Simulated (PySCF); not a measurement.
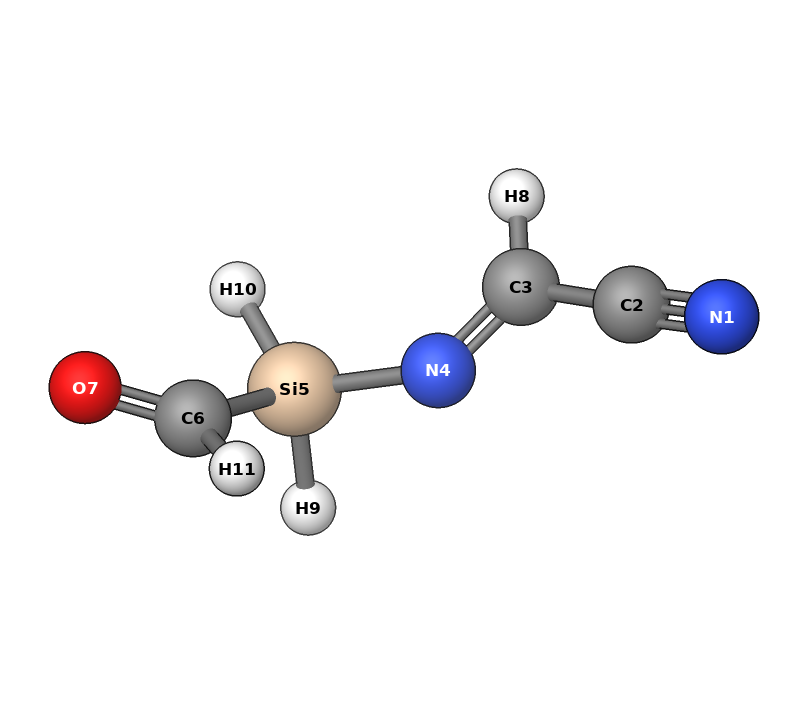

The computed structure is the end point of a GFN2-xTB optimisation. No frequency run is at hand to confirm it as a minimum. Method: delta-SCF UKS SCAN, pcX-2 on the ionised atom, pcseg-1 elsewhere, spin-free X2C (PySCF 2.14.0).

Give the core-electron binding energies (to vacuum; p and d levels without spin–orbit splitting) of N1 1s, C2 1s, C3 1s, N4 1s, Si5 1s, Si5 2p, C6 1s, O7 1s.

```tsv
atom	level	binding energy (eV)
N1	1s	405.2
C2	1s	292.3
C3	1s	293.2
N4	1s	405.1
Si5	1s	1847.3
Si5	2p	107.8
C6	1s	293.4
O7	1s	538.6
```

The geometry is semi-empirical. Around Si such bond lengths and angles can be off by a tenth of an ångström or more and by several degrees, and values that hang on the shape move with them.
